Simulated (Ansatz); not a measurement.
Stretching the Pb1–I3 bond in FIPb (SMILES [F][Pb][I]) (multiplicity 1 held, fragments rigid). Energies count from the point at 2.834 Å.
Geometry at that point (charge 0, multiplicity 1):
```xyz
3

Pb     0.5463    -0.4647     0.7403
F      1.6767    -1.4914    -0.6450
I     -1.1300     0.9722    -1.0359
```

Restricted levels (R-, RO-) in cc, def2 and unpolarised 6-31G sets keep to the state of the molecule at rest. U- levels take the lowest unrestricted solution at each point, which mixes spins at long bonds. Levels need not reach the same state.

Cores are frozen in the correlated methods. Filled d and f shells under p-block atoms count as core.

Codes used: Ansatz (Gaussian orbitals).  In def2 rows elements past Kr take small-core potentials, without spin–orbit coupling.

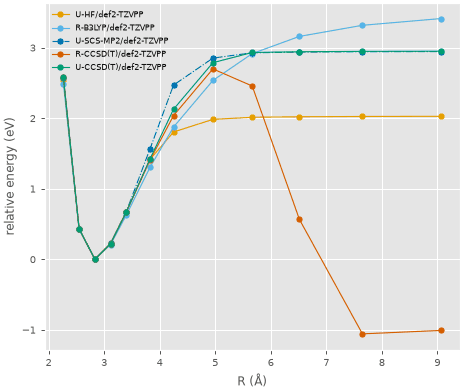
Figure. Relative energy along the coordinate

Question: Read off the U-HF/def2-TZVPP curve at R = 7.651.

Answer: about 2.0 eV

Doubts at one or more of the structures used: a spin-contaminated determinant (U-HF/def2-TZVPP, U-SCS-MP2/def2-TZVPP, U-CCSD(T)/def2-TZVPP); a restricted determinant that unrestricted orbitals would lower (R-B3LYP/def2-TZVPP, R-CCSD(T)/def2-TZVPP); T1 above 0.05 (R-CCSD(T)/def2-TZVPP, U-CCSD(T)/def2-TZVPP); other coupled-cluster roots lie near (R-CCSD(T)/def2-TZVPP); the program's own flag: other amplitudes (U-CCSD(T)/def2-TZVPP).

Ansatz is a quantum-chemistry and plane-wave program.
